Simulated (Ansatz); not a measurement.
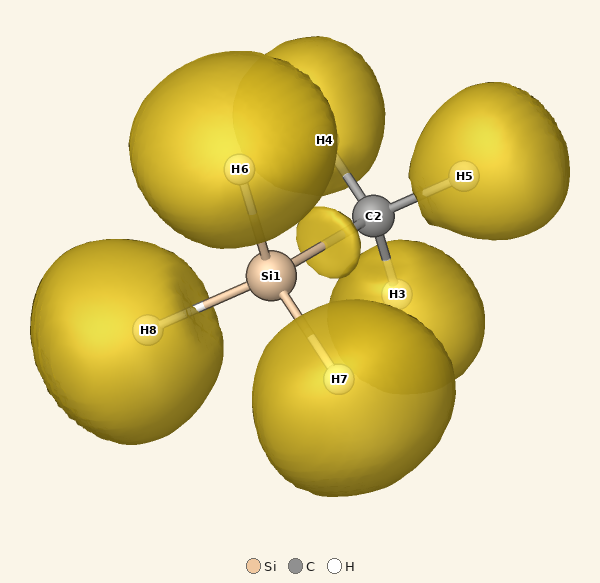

CH6Si. Isosurface of the ELF at 0.9 (yellow), seen at an oblique angle. Core shells and regions of very low density are left out.

All numbers below come from RKS LDA/cc-pVDZ (Ansatz 0.2.0).

The calculation's input:

```
crystal:
  periodic: [false, false, false]
  atoms:
    - { symbol: Si, position_ang: [0.0, 0.0, 0.0] }
    - { symbol: C, position_ang: [0.0, 0.0, 1.87] }
    - { symbol: H, position_ang: [-0.9996, -0.3092, 2.2405] }
    - { symbol: H, position_ang: [0.7676, -0.7111, 2.2405] }
    - { symbol: H, position_ang: [0.232, 1.0203, 2.2405] }
    - { symbol: H, position_ang: [1.3768, 0.0, -0.4862] }
    - { symbol: H, position_ang: [-0.6877, 1.1914, -0.4862] }
    - { symbol: H, position_ang: [-0.6877, -1.1914, -0.4862] }
basis:
  gaussian: { orbitals: cc-pVDZ }
hamiltonian:
  xc: lda
relax:
  f_tol: 0.02
  max_steps: 40
output:
  orbitals: {}
```

Launched as:

```sh
ansatz run input.yaml --threads 1 --pin off --max-ram 2048MiB --backend cpu --events-out ev --progress --plain --runs-dir out
```

The fields are those of the run's last geometry, not of the input's.

**What do the ELF domains correspond to?**

The surface consists of one region between bonded C–Si atoms (shared pairs) and six regions around hydrogen nuclei.

Values along the shortest contacts:
C–Si (1.88 Å): the ELF peaks at about 0.95 between the atoms: a shared electron pair. C–H (1.11 Å): the ELF climbs to about 1 towards the hydrogen, as it does in any bond to H (a covalent bond by its length).
